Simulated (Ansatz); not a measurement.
## Electronic structure of C3H10BN···NH3 in real space

Input

```
crystal:
  periodic: [false, false, false]
  atoms:
    - { symbol: B, position_ang: [0.0, 0.0, 0.0] }
    - { symbol: "N", position_ang: [0.0, 0.0, 1.9] }
    - { symbol: H, position_ang: [-0.877, -0.2713, 2.43] }
    - { symbol: H, position_ang: [0.877, 0.2713, 2.43] }
    - { symbol: C, position_ang: [1.3856, 0.0, -0.8] }
    - { symbol: H, position_ang: [1.7152, -1.0462, -0.9702] }
    - { symbol: H, position_ang: [1.2491, 0.508, -1.7774] }
    - { symbol: H, position_ang: [2.1552, 0.5381, -0.2082] }
    - { symbol: C, position_ang: [-1.3856, 0.0, -0.8] }
    - { symbol: H, position_ang: [-1.9458, -0.9305, -0.5708] }
    - { symbol: H, position_ang: [-1.9898, 0.8797, -0.4946] }
    - { symbol: H, position_ang: [-1.1839, 0.0508, -1.8903] }
    - { symbol: "N", position_ang: [0.0773, -1.7539, 0.5833] }
    - { symbol: H, position_ang: [-0.441, -2.5119, 0.0539] }
    - { symbol: C, position_ang: [0.8576, -2.0964, 1.7812] }
    - { symbol: H, position_ang: [0.9977, -3.1964, 1.8301] }
    - { symbol: H, position_ang: [1.849, -1.5995, 1.7321] }
    - { symbol: H, position_ang: [0.3162, -1.7522, 2.687] }
    - { symbol: H, position_ang: [0.0501, -1.1365, 1.6091] }
basis:
  gaussian: { orbitals: "6-31G*" }
hamiltonian:
  xc: b3lyp
  dispersion: d4
relax:
  f_tol: 0.15
  max_steps: 25
  restrain:
    - { distance: [0, 12], at: 1.55, k: 30.0 }
    - { distance: [18, 1], at: 1.06, k: 30.0 }
    - { distance: [0, 1], at: 2.75, k: 30.0 }
    - { distance: [18, 12], at: 2.26, k: 30.0 }
output:
  orbitals: {}
```

Run with:

```sh
ansatz run input.yaml --threads 4 --pin off --max-ram 5120MiB --backend cpu --events-out ev --progress --plain --runs-dir out
```

The fields are those of the run's last geometry, not of the input's.

Not at a stationary point (largest force 2.0 eV/Å).

Level of theory: Ansatz, RKS B3LYP-D4/6-31G*.

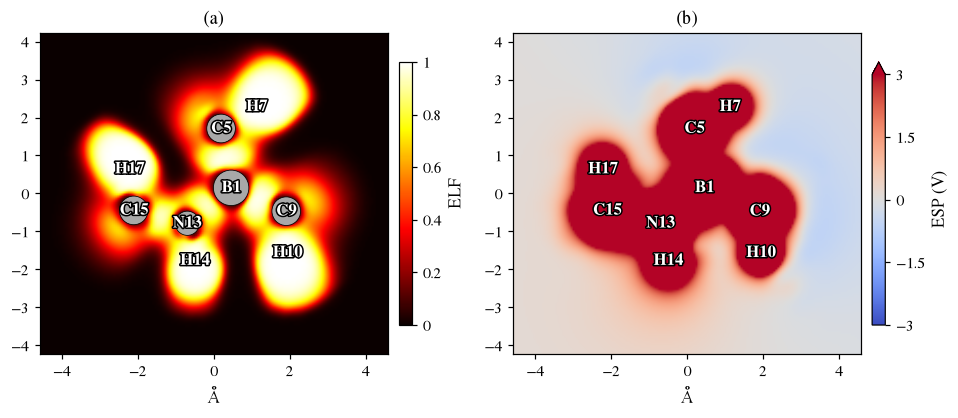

Figure 1. (a) electron localisation function; (b) molecular electrostatic potential on the plane of atoms N13, C15 and H17. Grey discs cover the atomic cores in the ELF map.

### What does the map show?

The plane passes through B, C, H and N nuclei.
C–N (1.45 Å): the ELF peaks at about 0.95 between the atoms, as expected for localised, covalent bonding.
B–N (1.48 Å): the ELF peaks at about 0.95 between the atoms (a shared but strongly polarised pair).
C–B (1.58 Å): the ELF peaks at about 1 between the atoms (a covalent bond).
N–H (1.01 Å): the ELF climbs to about 1 towards the hydrogen, as it does in any bond to H: an ordinary covalent bond to hydrogen.
C–H (1.09 Å): the ELF climbs to about 1 towards the hydrogen: an ordinary covalent bond to hydrogen.
Outside the dense part of the complex the potential is most negative (−0.6 V) near C9.

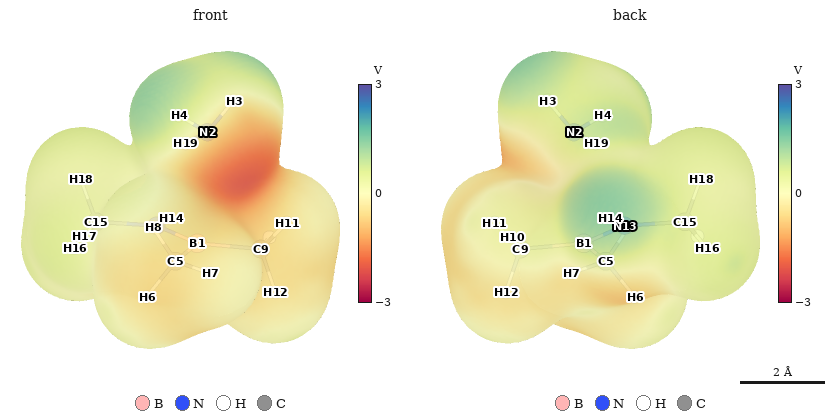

Figure 2. The electrostatic potential painted on the density surface at 0.002 e/bohr³, seen from the front and from behind; the colour scale runs from red (negative) to blue (positive).

### Describe the electrostatic potential map.

The most negative region (about −2.0 V) lies over N2, the most positive (about +1.5 V) over H14. N2 is the likeliest acceptor of a hydrogen bond.

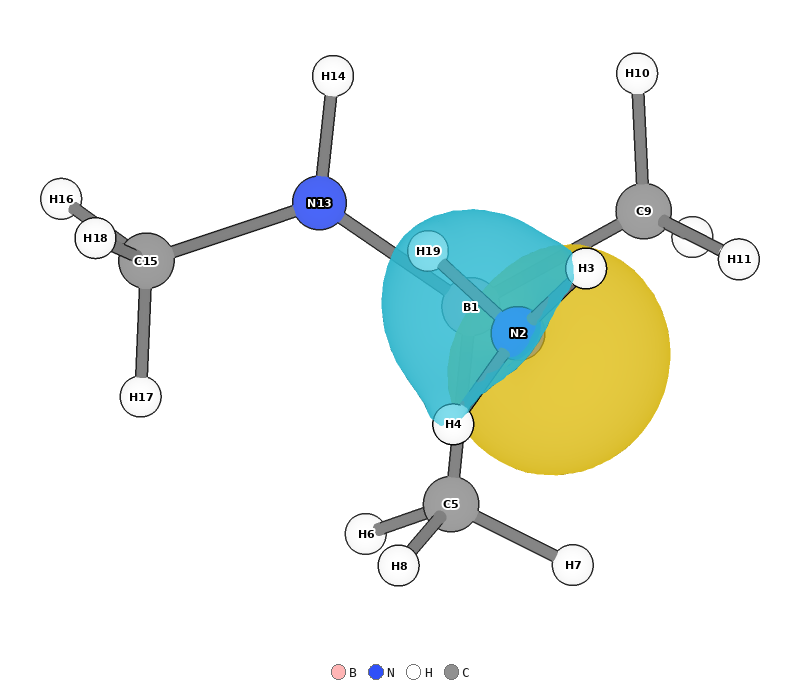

Figure 3. The HOMO−1 at ±0.2 Å⁻³ᐟ² (yellow and cyan are the two phases), seen from one side.

### Where does this orbital lie, and at what energy?

Its weight (Hirshfeld) is mainly on N2 (about 75 %); largely a lone pair of N2. Its energy is −6.86 eV.
